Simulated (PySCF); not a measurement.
# C7H10Si: electronic excitations

Aim: predict the electronic excitations of C7H10Si (`CC#CC1=C[SiH2][C@H]1C`).

The runs use PySCF 2.14.0, with density-fitted response routines of our own; the level of theory stands in each step. All values are computed, except where a source is named. Atoms count from 0, in the outputs and in this text.

### Step 1. Starting geometry

18 atoms, charge 0, multiplicity 1; geometry from: GFN2-xTB.

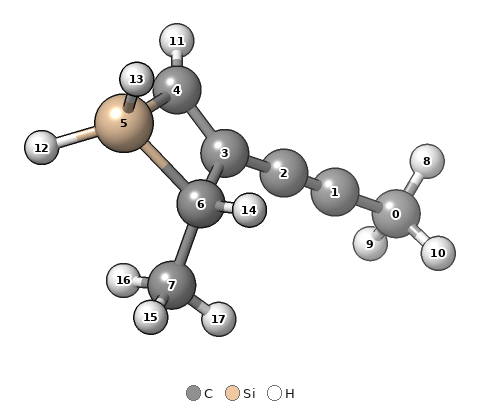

As it starts; carbon grey, silicon light orange, hydrogen white, atoms numbered.

### Step 2. TDDFT and polarisability: CAM-B3LYP/def2-SVPD

Job settings and geometry (Å):

```
{"job": {"kind": "uv", "xc": "CAM-B3LYP", "basis": "def2-SVPD", "nstates": 8, "ntriplets": 3}, "charge": 0, "multiplicity": 1}
C      3.580322    -0.911434    -0.169092
C      2.257353    -0.331947    -0.176519
C      1.160262     0.167691    -0.187832
C     -0.131247     0.706436    -0.190360
C     -0.559374     1.947214    -0.502407
Si    -2.371284     1.566778    -0.181000
C     -1.388630    -0.064378     0.171286
C     -1.635275    -1.268655    -0.724647
H      4.315689    -0.166821     0.137002
H      3.835066    -1.264783    -1.168842
H      3.618543    -1.754332     0.521497
H      0.053889     2.780484    -0.807327
H     -3.275232     1.514345    -1.328954
H     -3.014420     2.194209     0.973048
H     -1.365465    -0.395062     1.213440
H     -2.586752    -1.738815    -0.482705
H     -1.657924    -0.965356    -1.770221
H     -0.844281    -2.009256    -0.602786
```

Level: TDDFT CAM-B3LYP/def2-SVPD, vertical, gas phase, core orbitals frozen in the response.

On the command line:

```sh
$ OMP_NUM_THREADS=1 python probes_run.py task.json out
```

One launch serves the whole session: the jobs run in the order shown.

The log of the run:

```text
coarse grid: 15432 points
cycle   1  E = -561.5752056881  dE =  1.212e+00  |g| = 3.796e-01  |ddm| = 1.981e+01
cycle   2  E = -561.5929352607  dE = -1.773e-02  |g| = 3.103e-01  |ddm| = 5.365e+00
cycle   3  E = -561.6174847083  dE = -2.455e-02  |g| = 8.386e-02  |ddm| = 1.020e+00
cycle   4  E = -561.6188038449  dE = -1.319e-03  |g| = 5.010e-02  |ddm| = 3.290e-01
cycle   5  E = -561.6194103498  dE = -6.065e-04  |g| = 9.599e-03  |ddm| = 2.064e-01
cycle   6  E = -561.6194325654  dE = -2.222e-05  |g| = 2.629e-03  |ddm| = 4.150e-02
cycle   7  E = -561.6194345573  dE = -1.992e-06  |g| = 8.939e-04  |ddm| = 1.471e-02
final grid: 144104 points
cycle   8  E = -561.7158569763  dE = -3.412e-05  |g| = 3.677e-03  |ddm| = 1.973e-01
cycle   9  E = -561.7158572250  dE = -2.487e-07  |g| = 3.641e-03  |ddm| = 2.677e-02
cycle  10  E = -561.7158606339  dE = -3.409e-06  |g| = 5.075e-04  |ddm| = 9.806e-03
cycle  11  E = -561.7158606877  dE = -5.384e-08  |g| = 2.257e-04  |ddm| = 2.003e-03
cycle  12  E = -561.7158606986  dE = -1.086e-08  |g| = 9.043e-05  |ddm| = 8.374e-04
cycle  13  E = -561.7158607005  dE = -1.955e-09  |g| = 1.684e-05  |ddm| = 2.729e-04
cycle  14  E = -561.7158607006  dE = -7.458e-11  |g| = 6.341e-06  |ddm| = 6.949e-05
converged SCF energy = -561.7158607006

Static polarisability (au): isotropic 112.671, principal 78.569 94.591 164.853

Singlet excitations
state   eV       nm        f      main configurations
  1   5.0976    243.2   0.00003   H-1->L 0.90
  2   5.3219    233.0   0.31088   H->L 0.86
  3   5.8920    210.4   0.00228   H->L+1 0.56, H-2->L 0.22
  4   6.0103    206.3   0.00079   H-2->L 0.66, H->L+1 0.20
  5   6.4840    191.2   0.00344   H->L+2 0.74, H-3->L 0.08
  6   6.5396    189.6   0.00633   H-3->L 0.81, H->L+2 0.08
  7   6.9187    179.2   0.02294   H->L+7 0.34, H->L+6 0.17, H->L+1 0.12
  8   7.0336    176.3   0.06831   H-4->L 0.41, H-1->L+2 0.22, H-2->L+1 0.09

Triplet excitations (Tamm-Dancoff, eV): 3.3781 4.8136 5.4691
```

It took 2.3 min on 1 thread of Arm Neoverse N1, shared host; peak memory 1.2 GiB.

The orbitals next to the gap, with their largest atomic shares:

| orbital | eV | atoms |
| --- | --- | --- |
| HOMO−3 | -10.00 | C4 25 %, Si5 20 %, C3 13 % |
| HOMO−2 | -9.30 | C6 26 %, Si5 16 %, C4 10 % |
| HOMO−1 | -8.71 | C1 29 %, C2 28 %, C6 13 % |
| HOMO | -7.93 | C4 25 %, C1 20 %, C2 17 % |
| LUMO | 0.23 | C4 24 %, C3 24 %, C1 14 % |
| LUMO+1 | 1.04 | Si5 33 %, H12 11 %, H13 11 % |
| LUMO+2 | 1.24 | C0 27 %, C1 17 %, C2 9 % |

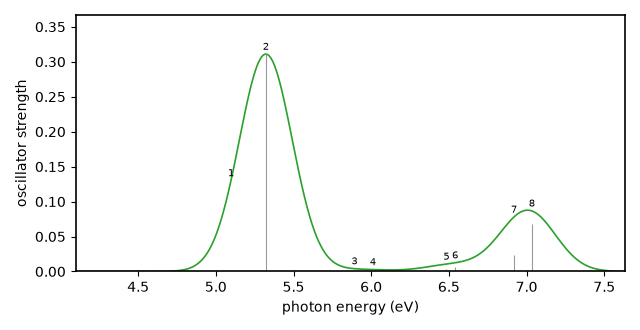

Absorption spectrum from the 8 singlet states computed; above the last one it falls off for lack of states. Lines are broadened to a width of 0.40 eV (Gaussian).

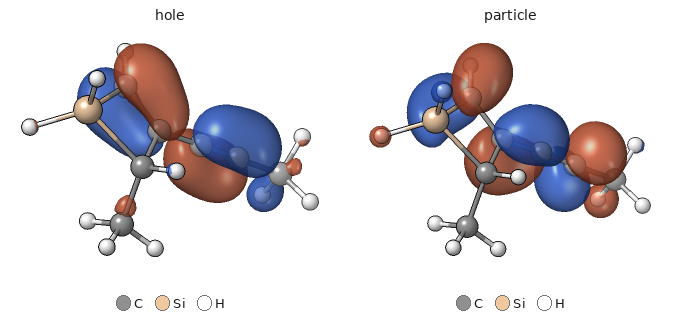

Leading natural transition orbitals of singlet state 2: the electron leaves the hole (left) for the particle orbital (right).

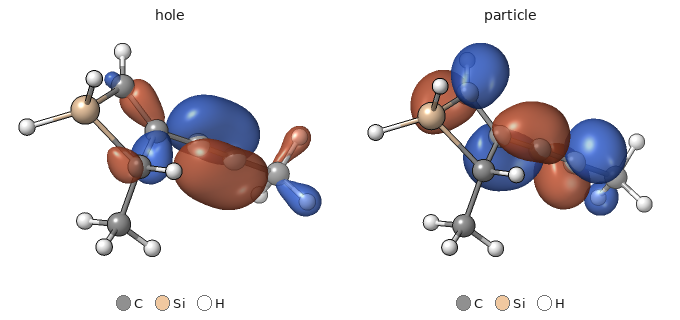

Leading natural transition orbitals of singlet state 1: the electron leaves the hole (left) for the particle orbital (right).

Further results of this job:

| property | computed |
| --- | --- |
| dipole moment (D) | 1.17 |
| polarisability (Å³) | 16.70 |
| HOMO–LUMO gap (eV) | 8.16 |
| −ε(HOMO) (eV) | 7.93 |

Orbitals, density, ELF and potential are computed afterwards from the orbital file.

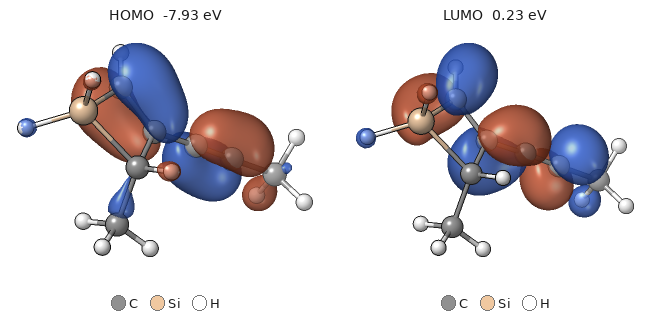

Frontier orbitals at CAM-B3LYP/def2-SVPD; each surface holds 70 % of the orbital's density, blue and red mark the sign.

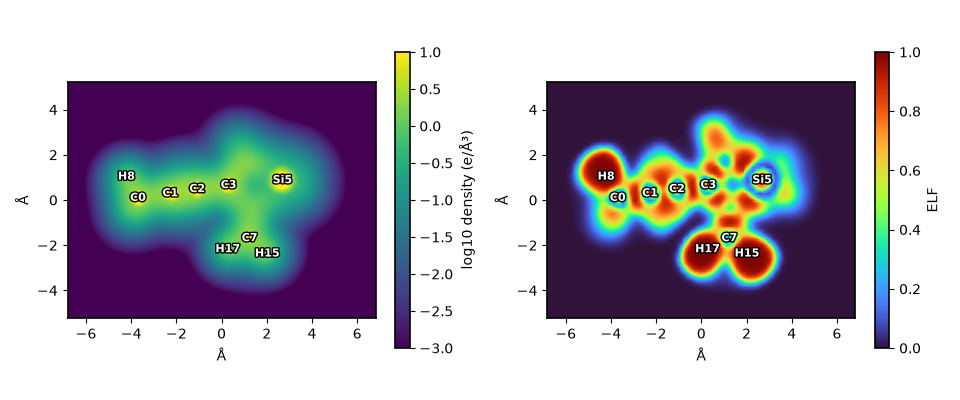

Density (left) and ELF (right) in a plane through or near 9 of the atoms.

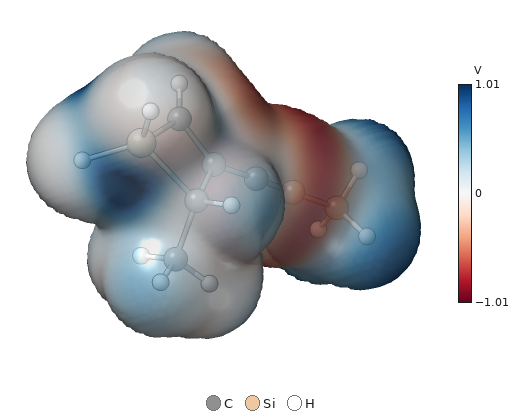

Electrostatic potential on the surface of density 0.002 e/bohr³; red is low, blue high. It runs from -0.74 V near C2 to 1.01 V near Si5.

### Step 3. Outcome

| quantity | value |
| --- | --- |
| lowest singlet (CAM-B3LYP/def2-SVPD) | 5.10 eV (243 nm), f = 0.000 |
| brightest single state of those computed | state 2, 5.32 eV, f = 0.311 |
| lowest triplet | 3.38 eV |
| surface potential, least and greatest | -0.74 V and 1.01 V |

In words: The lowest singlet, at 5.10 eV, is HOMO−1→LUMO 0.90 and is dark; of the 8 states computed, the strongest absorption comes from state 2 at 5.32 eV. The lowest triplet lies 1.72 eV below the lowest singlet (triplets in Tamm-Dancoff, singlets in full TDDFT).
